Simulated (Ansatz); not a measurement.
## CH₃BrOSi: geometry relaxation

- system: CH₃BrOSi, SMILES Br[SiH]1CO1
- method: RKS r2SCAN0-D4/def2-SVP (Ansatz 0.2.0)

Figures and captions count atoms from 1; the log counts them from 0 in places.

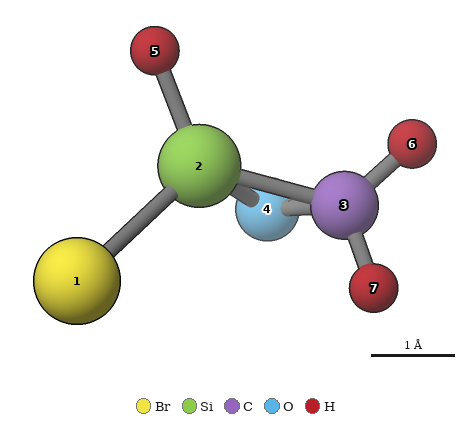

Fig. 1: The starting structure (ball-and-stick view, seen at a tilt; atoms are numbered from 1 in the order of the input).

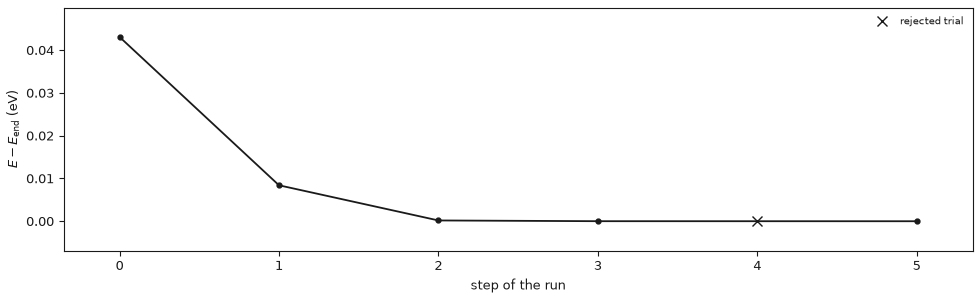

Fig. 2: Progress of the relaxation, step by step (the first geometry is step 0 here and step 1 in the log).

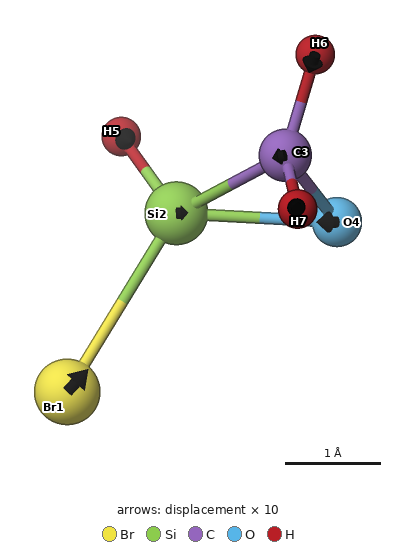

Fig. 3: The starting structure with the displacements as black arrows, magnified 10 times (ball-and-stick view, seen at a tilt). The two geometries are laid on each other by the best rigid fit. Br1 moves most after the best rigid fit: 0.033 Å. Largest moves by element: Br 0.033 Å, H 0.027 Å, O 0.025 Å, C 0.015 Å, Si 0.013 Å. Among the contacts that change: Si2–O4 1.696 → 1.662 Å, Br1–Si2 2.219 → 2.194 Å, Si2–C3 1.828 → 1.805 Å, Si2–H5 1.489 → 1.469 Å. After 5 geometry steps the energy has fallen by 0.043 eV. Largest force component: 1.1 eV/Å at the start, 0.0018 eV/Å at the end. The line search rejected the trial step at point 4 (counted from 0) and went back. (Atoms are counted from 1 in the order of the input.)

The input and output of the run follow.

The input:
```yaml
crystal:
  periodic: [false, false, false]
  atoms:
    - { symbol: Br, position_ang: [-2.653796, 0.094815, -0.283239] }
    - { symbol: Si, position_ang: [-0.466648, 0.233254, -0.631859] }
    - { symbol: C, position_ang: [0.73928, -0.109791, 0.698385] }
    - { symbol: O, position_ang: [0.466586, -1.150628, -0.332665] }
    - { symbol: H, position_ang: [-0.191213, 0.982066, -1.889599] }
    - { symbol: H, position_ang: [1.780409, 0.269123, 0.681669] }
    - { symbol: H, position_ang: [0.386781, -0.386838, 1.711609] }
basis:
  gaussian: { orbitals: def2-SVP }
hamiltonian:
  xc: { name: r2SCAN0 }
  dispersion: d4
output:
  forces: true
relax:
  f_tol: 0.003
  max_steps: 120
```

Launched with:
```bash
ansatz run input.yaml --threads 1 --pin off --max-ram 2560MiB --backend cpu --events-out ev --progress --plain --runs-dir out
```

Log:
```
The last accepted step is kept in [file] (removed where the run ends without a failure and the disk answers)
Engine: ansatz 0.2.0, x86_64-unknown-linux-gnu
Functional definition: r2SCAN0
  parameter a = 0.25
  parameter k0 = 0.174
  parameter k1 = 0.065
  parameter a1 = 4.9479
  exchange = (1 - a)*r2scan_x(k0 = k0, k1 = k1, a1 = a1) + a*exact_x
  correlation = r2scan_c
964 factors; integrals over basis functions are off by at most 4.0e-4 eV
mean field evaluation 1: about -81036.6491 eV, gradient 4.2e1 eV
mean field evaluation 2: about -81026.3607 eV, gradient 8.1e1 eV
mean field evaluation 4: about -81040.6164 eV, gradient 4.8e0 eV
mean field evaluation 8: about -81040.6760 eV, gradient 2.2e-2 eV
mean field -81040.67604113 eV, -2978.1899131684 hartree, gradient 2.5e-5 eV, S^2 0.000000; 0 other end points of the search recorded, 0 dependent functions left out
the calculation of the forces begins
reference -81040.67604746 eV, -2978.1899134010 hartree; 33, 33 occupied and 60, 60 virtual orbitals, 964 factors
relax step   1: F+E_penalty+E_count = -81040.71920752 eV  Δ(F+E_penalty+E_count) = +0.000e0 eV  max|allowed force component| = 1.061e0 eV/Å  Δτ_max = 0.0000 Å  (25 SCF iters, accepted)
these checks for a lower state are left out or cut short: starts, cluster_reference, orbital_swaps, neighbouring_geometries, increment
964 factors; integrals over basis functions are off by at most 3.8e-4 eV
mean field evaluation 16: about -81040.6976 eV, gradient 1.9e0 eV
mean field -81040.71063887 eV, -2978.1911846118 hartree, gradient 7.1e-5 eV, S^2 0.000000; 0 other end points of the search recorded, 0 dependent functions left out
the calculation of the forces begins
reference -81040.71064517 eV, -2978.1911848433 hartree; 33, 33 occupied and 60, 60 virtual orbitals, 964 factors
relax step   2: F+E_penalty+E_count = -81040.75388948 eV  Δ(F+E_penalty+E_count) = -3.468e-2 eV  max|allowed force component| = 6.026e-1 eV/Å  Δτ_max = 0.0290 Å  (27 SCF iters, accepted)
these checks for a lower state are left out or cut short: starts, cluster_reference, orbital_swaps, neighbouring_geometries, increment
964 factors; integrals over basis functions are off by at most 3.7e-4 eV
mean field -81040.71882191 eV, -2978.1914853329 hartree, gradient 6.7e-5 eV, S^2 0.000000; 0 other end points of the search recorded, 0 dependent functions left out
the calculation of the forces begins
reference -81040.71882819 eV, -2978.1914855639 hartree; 33, 33 occupied and 60, 60 virtual orbitals, 964 factors
relax step   3: F+E_penalty+E_count = -81040.76211165 eV  Δ(F+E_penalty+E_count) = -8.222e-3 eV  max|allowed force component| = 4.667e-2 eV/Å  Δτ_max = 0.0156 Å  (27 SCF iters, accepted)
these checks for a lower state are left out or cut short: starts, cluster_reference, orbital_swaps, neighbouring_geometries, increment
964 factors; integrals over basis functions are off by at most 3.7e-4 eV
mean field -81040.71900369 eV, -2978.1914920135 hartree, gradient 1.5e-5 eV, S^2 0.000000; 0 other end points of the search recorded, 0 dependent functions left out
the calculation of the forces begins
reference -81040.71900998 eV, -2978.1914922446 hartree; 33, 33 occupied and 60, 60 virtual orbitals, 964 factors
relax step   4: F+E_penalty+E_count = -81040.76228355 eV  Δ(F+E_penalty+E_count) = -1.719e-4 eV  max|allowed force component| = 7.419e-3 eV/Å  Δτ_max = 0.0042 Å  (23 SCF iters, accepted)
these checks for a lower state are left out or cut short: starts, cluster_reference, orbital_swaps, neighbouring_geometries, increment
964 factors; integrals over basis functions are off by at most 3.7e-4 eV
mean field evaluation 32: about -81040.7120 eV, gradient 1.6e-1 eV
mean field -81040.71900260 eV, -2978.1914919734 hartree, gradient 1.1e-5 eV, S^2 0.000000; 0 other end points of the search recorded, 0 dependent functions left out
the calculation of the forces begins
reference -81040.71900889 eV, -2978.1914922046 hartree; 33, 33 occupied and 60, 60 virtual orbitals, 964 factors
relax step   5: F+E_penalty+E_count = -81040.76228347 eV  Δ(F+E_penalty+E_count) = +8.279e-8 eV  max|allowed force component| = 9.933e-3 eV/Å  Δτ_max = 0.0025 Å  (23 SCF iters, rejected (line search))
these checks for a lower state are left out or cut short: starts, cluster_reference, orbital_swaps, neighbouring_geometries, increment
964 factors; integrals over basis functions are off by at most 3.7e-4 eV
mean field -81040.71901446 eV, -2978.1914924092 hartree, gradient 3.7e-5 eV, S^2 0.000000; 0 other end points of the search recorded, 0 dependent functions left out
the calculation of the forces begins
reference -81040.71902075 eV, -2978.1914926403 hartree; 33, 33 occupied and 60, 60 virtual orbitals, 964 factors
relax step   6: F+E_penalty+E_count = -81040.76229465 eV  Δ(F+E_penalty+E_count) = -1.110e-5 eV  max|allowed force component| = 1.787e-3 eV/Å  Δτ_max = 0.0012 Å  (19 SCF iters, accepted)
964 factors; integrals over basis functions are off by at most 3.7e-4 eV
mean field -81040.71901446 eV, -2978.1914924092 hartree, gradient 3.7e-5 eV, S^2 0.000000; 1 other end points of the search recorded, 0 dependent functions left out
the calculation of the forces begins
reference -81040.71902075 eV, -2978.1914926403 hartree; 33, 33 occupied and 60, 60 virtual orbitals, 964 factors
Total energy: -81040.76230094 eV, -2978.1930831579 hartree
Atom 0 at    -2.620935     0.091070    -0.283753 Å, force    -0.000192    -0.000260     0.000483 eV/Å
Atom 1 at    -0.458415     0.223615    -0.629111 Å, force     0.001084    -0.000219    -0.000492 eV/Å
Atom 2 at     0.728103    -0.101342     0.691897 Å, force    -0.001748     0.001787    -0.000337 eV/Å
Atom 3 at     0.453723    -1.131256    -0.323217 Å, force    -0.000325    -0.000748    -0.001406 eV/Å
Atom 4 at    -0.189151     0.973792    -1.863611 Å, force     0.000237    -0.000124     0.000427 eV/Å
Atom 5 at     1.760262     0.260806     0.669764 Å, force    -0.000194    -0.000788     0.000812 eV/Å
Atom 6 at     0.387812    -0.384684     1.692332 Å, force     0.001139     0.000352     0.000513 eV/Å
Dipole moment:     0.074345     0.380583     0.023305 e Å
```

Trajectory as extended XYZ (Å, eV, eV/Å), 6 frames, from step=1 to step=6:
```
7
Properties=species:S:1:pos:R:3:forces:R:3 step=1 energy=-81040.71921
Br   -2.6538    0.0948   -0.2832    0.4219   0.0228  -0.0586
Si   -0.4666    0.2333   -0.6319    0.4907  -0.6509   0.1895
C     0.7393   -0.1098    0.6984   -0.1476  -0.1086  -0.2290
O     0.4666   -1.1506   -0.3327   -0.3935   1.0607   0.2448
H    -0.1912    0.9821   -1.8896   -0.0869  -0.1793   0.3288
H     1.7804    0.2691    0.6817   -0.4429  -0.1998  -0.0243
H     0.3868   -0.3868    1.7116    0.1583   0.0550  -0.4512
7
Properties=species:S:1:pos:R:3:forces:R:3 step=2 energy=-81040.75389
Br   -2.6249    0.0931   -0.2822    0.0119   0.0049  -0.0030
Si   -0.4635    0.2321   -0.6320    0.4370  -0.4711   0.1855
C     0.7301   -0.1009    0.6955   -0.0916  -0.1325  -0.1946
O     0.4604   -1.1390   -0.3237   -0.2672   0.6026   0.0341
H    -0.1932    0.9745   -1.8758   -0.0113  -0.0305   0.0782
H     1.7654    0.2623    0.6754   -0.1131  -0.0292   0.0032
H     0.3872   -0.3901    1.6971    0.0342   0.0557  -0.1035
7
Properties=species:S:1:pos:R:3:forces:R:3 step=3 energy=-81040.76211
Br   -2.6190    0.0901   -0.2806   -0.0302   0.0007   0.0006
Si   -0.4590    0.2240   -0.6289    0.0467  -0.0246   0.0115
C     0.7284   -0.1028    0.6910   -0.0368   0.0180  -0.0353
O     0.4539   -1.1318   -0.3253   -0.0047   0.0165   0.0204
H    -0.1864    0.9732   -1.8618   -0.0064   0.0146  -0.0218
H     1.7590    0.2614    0.6693    0.0258  -0.0017   0.0025
H     0.3845   -0.3821    1.6906    0.0056  -0.0236   0.0221
7
Properties=species:S:1:pos:R:3:forces:R:3 step=4 energy=-81040.76228
Br   -2.6210    0.0912   -0.2829    0.0001  -0.0001  -0.0004
Si   -0.4587    0.2239   -0.6290    0.0063  -0.0020  -0.0021
C     0.7281   -0.1010    0.6918   -0.0053  -0.0022   0.0029
O     0.4543   -1.1305   -0.3234   -0.0051  -0.0056  -0.0074
H    -0.1887    0.9730   -1.8640   -0.0027   0.0022   0.0002
H     1.7603    0.2608    0.6700    0.0020   0.0030   0.0035
H     0.3870   -0.3853    1.6917    0.0047   0.0047   0.0033
7
Properties=species:S:1:pos:R:3:forces:R:3 step=5 energy=-81040.76228 accepted=F
Br   -2.6212    0.0902   -0.2844    0.0022   0.0019  -0.0007
Si   -0.4585    0.2236   -0.6291   -0.0020  -0.0038   0.0045
C     0.7281   -0.1012    0.6917   -0.0040  -0.0003   0.0027
O     0.4525   -1.1319   -0.3221    0.0019   0.0027  -0.0099
H    -0.1881    0.9749   -1.8626   -0.0012  -0.0020  -0.0023
H     1.7603    0.2607    0.6685    0.0016  -0.0015   0.0021
H     0.3884   -0.3842    1.6924    0.0014   0.0031   0.0037
7
Properties=species:S:1:pos:R:3:forces:R:3 step=6 energy=-81040.76229
Br   -2.6209    0.0911   -0.2838   -0.0002  -0.0003   0.0005
Si   -0.4584    0.2236   -0.6291    0.0011  -0.0002  -0.0005
C     0.7281   -0.1013    0.6919   -0.0017   0.0018  -0.0003
O     0.4537   -1.1313   -0.3232   -0.0003  -0.0007  -0.0014
H    -0.1892    0.9738   -1.8636    0.0002  -0.0001   0.0004
H     1.7603    0.2608    0.6698   -0.0002  -0.0008   0.0008
H     0.3878   -0.3847    1.6923    0.0011   0.0004   0.0005
```

Results in brief:

| quantity | value |
| --- | --- |
| outcome | converged |
| total energy | −81040.7623 eV |
| mean-field energy | −81040.7190 eV |
| largest force (length of the vector) at the end | 0.003 eV/Å |
| hardware | 1 thread of Intel Xeon (Sapphire Rapids), 10 GiB of memory available, shared host |
| wall time | 28 s |
| peak memory | 0.24 GiB |
